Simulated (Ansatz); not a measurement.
# Na2AgIrF6 and its Na-free host: average intercalation voltage in Python

A script is to give an average intercalation voltage; the system is Na2AgIrF6 and its Na-free host.

Program: the Python package of Ansatz 0.2.0. Level of theory: DFT PBEsol, plane waves, PAW. These are calculated values, not measurements.

**1. The structure**

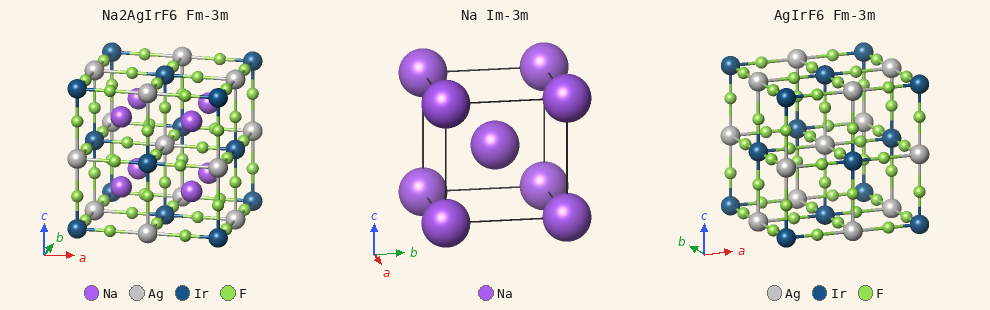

The starting structures, one conventional cell each, each at its own scale.

The script holds or builds the structure itself.

**2. Script**

voltage_na2agirf6.py

```python
# -*- coding: utf-8 -*-
from collections import Counter
import warnings

import ansatz as az
from ase import Atoms
import numpy as np

POLARISED = {"AgIrF6", "Na2AgIrF6"}


def run_phase(name, crystal):
    calc = (
        crystal.calculation()
        .functional("pbesol")
        .basis(520)
        .kpoints(spacing=0.3)
        .occupations("fermi_dirac", width=0.05)
        .band_table()
    )
    if name in POLARISED:
        calc = calc.spin("collinear")
    calc = calc.relax(force_tolerance=0.03, fix_cell=["shape"])
    return calc.run(threads=1, pin="off")


def counts(outcome):
    return Counter(site.symbol for site in outcome.lattice.sites)


def gap_ev(outcome):
    # nan where the run reports no band edges: a metal, overlapping bands, or a gap that is small against the smearing
    edges = outcome.report.get("band_edges_ev")
    return edges[1] - edges[0] if edges else float("nan")


def main():
    warnings.simplefilter("ignore", az.DeckWarning)

    phases = {}
    na2agirf6 = (
        az.Lattice.of((0.0, 4.36598, 4.36598), (4.36598, 0.0, 4.36598), (4.36598, 4.36598, 0.0))
        .atom("Na", (0.25, 0.25, 0.25))
        .atom("Na", (0.75, 0.75, 0.75))
        .atom("Ag", (0.5, 0.5, 0.5))
        .atom("Ir", (0.0, 0.0, 0.0))
        .atom("F", (0.23272, 0.23272, 0.76728))
        .atom("F", (0.23272, 0.76728, 0.76728))
        .atom("F", (0.76728, 0.76728, 0.23272))
        .atom("F", (0.23272, 0.76728, 0.23272))
        .atom("F", (0.76728, 0.23272, 0.76728))
        .atom("F", (0.76728, 0.23272, 0.23272))
        .moments(Ir=0.5)
    )
    phases["Na2AgIrF6"] = na2agirf6
    atoms = Atoms(
        ["Na"],
        scaled_positions=[
            (0.0, 0.0, 0.0),
        ],
        cell=[
            (-2.141, 2.141, 2.141),
            (2.141, -2.141, 2.141),
            (2.141, 2.141, -2.141),
        ],
        pbc=True,
    )
    na = az.Crystal.from_ase(atoms)
    phases["Na"] = na
    host = phases["Na2AgIrF6"].resolved()
    for site in phases["Na2AgIrF6"].resolved().sites:
        if site.symbol == "Na":
            host = host.vacancy("Na", at=site.position)
    phases["AgIrF6"] = host.resolved()

    done = {}
    for name, crystal in phases.items():
        done[name] = run_phase(name, crystal)
        print(f"{name}: {done[name].report['energy_sigma0_ev']:.4f} eV, {len(done[name].lattice.sites)} atoms")

    full, empty, metal = done["Na2AgIrF6"], done["AgIrF6"], done["Na"]
    n = counts(full)["Na"]
    reaction = full.report["energy_sigma0_ev"] - empty.report["energy_sigma0_ev"] - n * metal.report["energy_sigma0_ev"] / len(metal.lattice.sites)
    voltage = -reaction / n
    v_full, v_empty = (abs(np.linalg.det(o.lattice.cell_ang)) for o in (full, empty))
    print(f"average voltage {voltage:.3f} V for {n} Na per cell")
    print(f"cell volume {v_empty:.2f} -> {v_full:.2f} A^3 on insertion ({100 * (v_full / v_empty - 1):+.1f} %)")
    print("gaps on the mesh (eV): full", round(gap_ev(full), 2), "empty", round(gap_ev(empty), 2))


if __name__ == "__main__":
    main()
```

**3. The calls as engine input**

The package turns the script's settings into the engine's input (first run):

```yaml
crystal:
  lattice:
    - [0.0, 4.36598, 4.36598]
    - [4.36598, 0.0, 4.36598]
    - [4.36598, 4.36598, 0.0]
  atoms:
    - { symbol: Na, position: [0.25, 0.25, 0.25] }
    - { symbol: Na, position: [0.75, 0.75, 0.75] }
    - { symbol: Ag, position: [0.5, 0.5, 0.5] }
    - { symbol: Ir, position: [0.0, 0.0, 0.0] }
    - { symbol: F, position: [0.23272, 0.23272, 0.76728] }
    - { symbol: F, position: [0.23272, 0.76728, 0.76728] }
    - { symbol: F, position: [0.76728, 0.76728, 0.23272] }
    - { symbol: F, position: [0.23272, 0.76728, 0.23272] }
    - { symbol: F, position: [0.76728, 0.23272, 0.76728] }
    - { symbol: F, position: [0.76728, 0.23272, 0.23272] }
basis:
  ecutwfc: 520.0
kpoints:
  mp_grid:
    kspacing: 0.3
hamiltonian:
  xc: pbesol
magnetization:
  spin_polarized: true
  per_species:
    Ir: 0.5
scf:
  occupations:
    method: fermi_dirac
    width: 0.05
relax:
  f_tol: 0.03
  cell:
    fix: [shape]
output:
  eigenvalues: true
```

**4. Running it**

Command:

```
python voltage_na2agirf6.py
```

What it wrote:

```text
RunWarning: the starting moments were not kept: the SCF closed with an absolute magnetisation of 6.4e-6 μB, where they sum to 0.5 μB in size (1 site). That is at most 0.1 of that sum. Measured as dr2_m measures the in/out step, that magnetisation stands 8.7e-12 eV from none, at or under the dr2_threshold of 1.0e-7 eV: [...]
Na2AgIrF6: -27075.5175 eV, 10 atoms
Na: -1475.8709 eV, 1 atoms
AgIrF6: -24118.0512 eV, 8 atoms
average voltage 2.862 V for 2 Na per cell
cell volume 153.44 -> 157.80 A^3 on insertion (+2.8 %)
gaps on the mesh (eV): full nan empty nan
```

(Warnings from the package without file and line, shortened, repeats left out.)

It took 2.5 min on 1 thread of Arm Neoverse V2, shared host; peak memory 0.73 GiB.

**5. What changed from run to run**

The engine's inputs for the other runs:

Run 2, against run 1:

```diff
@@ -3,3 +3,3 @@
-    - [0.0, 4.36598, 4.36598]
-    - [4.36598, 0.0, 4.36598]
-    - [4.36598, 4.36598, 0.0]
+    - [-2.141, 2.141, 2.141]
+    - [2.141, -2.141, 2.141]
+    - [2.141, 2.141, -2.141]
@@ -7,10 +7 @@
-    - { symbol: Na, position: [0.25, 0.25, 0.25] }
-    - { symbol: Na, position: [0.75, 0.75, 0.75] }
-    - { symbol: Ag, position: [0.5, 0.5, 0.5] }
-    - { symbol: Ir, position: [0.0, 0.0, 0.0] }
-    - { symbol: F, position: [0.23272, 0.23272, 0.76728] }
-    - { symbol: F, position: [0.23272, 0.76728, 0.76728] }
-    - { symbol: F, position: [0.76728, 0.76728, 0.23272] }
-    - { symbol: F, position: [0.23272, 0.76728, 0.23272] }
-    - { symbol: F, position: [0.76728, 0.23272, 0.76728] }
-    - { symbol: F, position: [0.76728, 0.23272, 0.23272] }
+    - { symbol: Na, position: [0.0, 0.0, 0.0] }
@@ -24,4 +14,0 @@
-magnetization:
-  spin_polarized: true
-  per_species:
-    Ir: 0.5
```

Run 3, against run 1:

```diff
@@ -7,2 +6,0 @@
-    - { symbol: Na, position: [0.25, 0.25, 0.25] }
-    - { symbol: Na, position: [0.75, 0.75, 0.75] }
```

**6. Run by run**

One row for each of the 3 runs:

| run | system | space group at the end | spin polarised | energy (eV/atom) | final volume (Å³/atom) | pressure (GPa) | moment (μB/cell) | SCF cycles in all | CPU time (s) |
| --- | --- | --- | --- | --- | --- | --- | --- | --- | --- |
| 1 | Na2AgIrF6 (10 atoms) | Fm-3m | yes | -2707.5518 | 15.78 | 0.00 | 0.00 | 40 | 73 |
| 2 | Na (1 atom) | Im-3m | not set | -1475.8709 | 36.25 | 0.01 | 0.00 | 20 | 2.7 |
| 3 | AgIrF6 (8 atoms) | Fm-3m | yes | -3014.7564 | 19.18 | 0.02 | 2.00 | 54 | 74 |

Energies are extrapolated to zero smearing width, as in the script. Totals carry meaning only in balanced differences at one level of theory.

**7. Path of the relaxation of run 2**

Relaxation path:

| step | energy from step 1 (eV/cell) | largest force component (eV/Å) | pressure (GPa) | volume (Å³) |
| --- | --- | --- | --- | --- |
| 1 | 0.0000 | 0.0000 | -0.54 | 39.26 |
| 2 | -0.0016 | 0.0000 | -0.46 | 38.74 |
| 3 | -0.0053 | 0.0000 | 0.06 | 36.01 |
| 4 | -0.0054 | 0.0000 | 0.01 | 36.25 |
| 5 | -0.0053 | 0.0000 | 0.01 | 36.25 |

Step 1 is the start. Step 5 repeats the geometry before it on a plane-wave basis chosen anew for that cell, so its energy need not be comparable with the rows above.

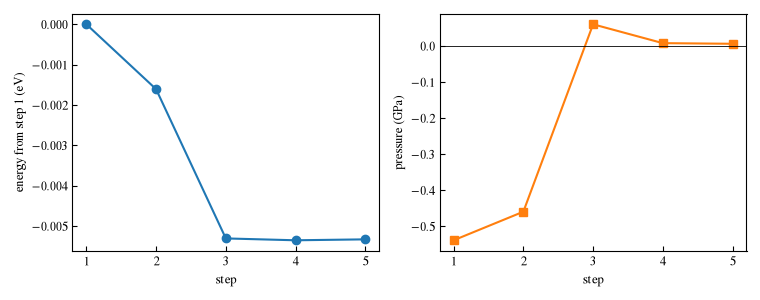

Energy and pressure along the relaxation.

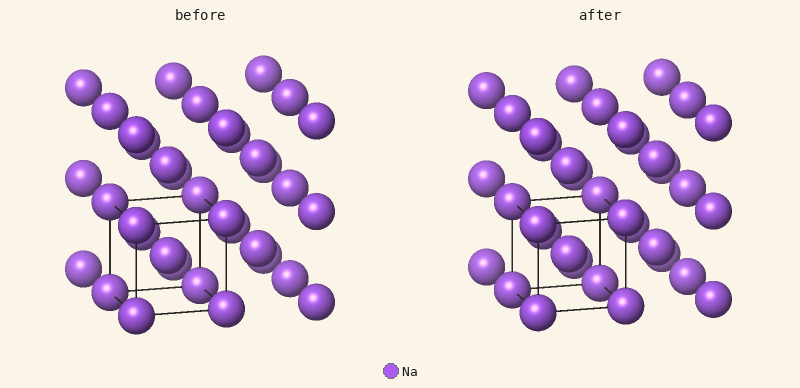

The structure before (left) and after (right) the relaxation, drawn at the same scale. The change is too small to see at this scale.

Lengths and angles in the start's conventional setting:

|  | before | after | change |
| --- | --- | --- | --- |
| a (Å) | 4.282 | 4.170 | -2.6 % |
| b (Å) | 4.282 | 4.170 | -2.6 % |
| c (Å) | 4.282 | 4.170 | -2.6 % |
| volume (Å³/atom) | 39.26 | 36.25 | -7.7 % |
| shortest distance (Å) | 3.708 | 3.611 | -2.6 % |
| space group (0.01 Å) | Im-3m | Im-3m | same |

The run keeps the 48 symmetry operations of the start, so it could not have lowered the symmetry.

**8. The relaxation of run 3, step by step**

The steps of the relaxation:

| step | energy from step 1 (eV/cell) | largest force component (eV/Å) | pressure (GPa) | volume (Å³) |
| --- | --- | --- | --- | --- |
| 1 | 0.0000 | 2.1398 | -9.87 | 166.45 |
| 2 | -1.0290 | 0.3637 | -0.83 | 151.40 |
| 3 | -1.0438 | 0.0728 | 0.78 | 151.16 |
| 4 | -1.0477 | 0.0056 | 0.08 | 153.00 |
| 5 | -1.0478 | 0.0003 | 0.00 | 153.44 |
| 6 | -1.0459 | 0.0005 | 0.02 | 153.44 |

Step 1 is the start. Step 6 repeats the geometry before it on a plane-wave basis chosen anew for that cell, so its energy need not be comparable with the rows above.

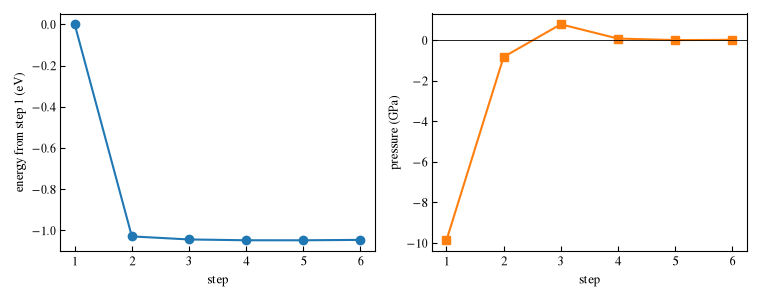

Energy and pressure along the relaxation.

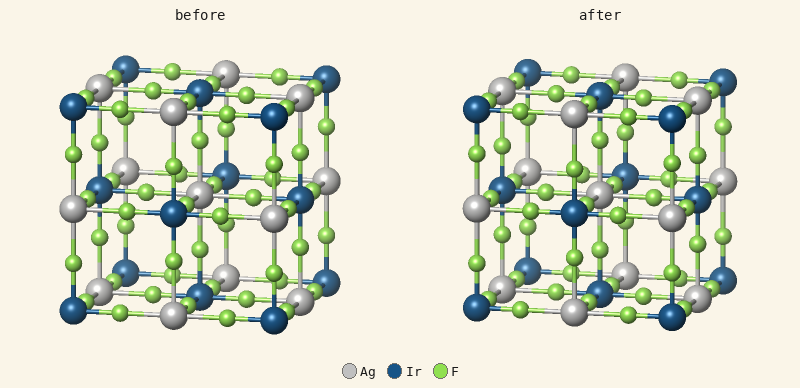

Before and after, at one scale.

Lengths and angles in the start's conventional setting:

|  | before | after | change |
| --- | --- | --- | --- |
| a (Å) | 8.732 | 8.498 | -2.7 % |
| b (Å) | 8.732 | 8.498 | -2.7 % |
| c (Å) | 8.732 | 8.498 | -2.7 % |
| volume (Å³/atom) | 20.81 | 19.18 | -7.8 % |
| shortest distance (Å) | 2.032 | 1.900 | -6.5 % |
| space group (0.01 Å) | Fm-3m | Fm-3m | same |

Forces and stress were held to the start's 48 operations: a distortion of lower symmetry was not tested.

**9. Outcome**

```
       quantity    value
average voltage  2.862 V
  runs compared        3
```

The voltage is an average between the two end compositions, without entropy or volume terms. The average voltage against Na metal is 2.862 V for 2 Na a cell, and insertion changes the volume by +2.8 % with the cell's shape held. In run 2, over 3 moves the cell shrank by 7.7 % in volume, and the space group stayed Im-3m. In run 3, over 4 moves the cell shrank by 7.8 % in volume, and the space group stayed Fm-3m. Notes:
- The SCF didn't keep the moments it started from (some shrank, vanished or turned); what is printed is the state reached.
- For the metals among these cells the mesh is coarse, so their volumes and pressures are rough.
- Atoms and volume are relaxed with the cell's shape held, which in cells of lower than cubic symmetry can hide stresses and shift volumes.
- The emptied host keeps the framework's symmetry and may not be a stable phase; the voltage is an average over full removal at zero temperature. Magnetic phases start from parallel moments and may not end in their lowest magnetic state. Mesh, spin state and self-interaction can shift such a voltage by tenths of a volt. It is a formal energy of removing every such ion; where the cations can't give all the electrons, the anions are oxidised, and no electrode works so. The starting moments were not kept in at least one run, so it stands on a weaker or other magnetic state than the one typed. Spin-orbit coupling is left out, though heavy elements are present. Whether this is the phase that is stable at ambient conditions was not tested.
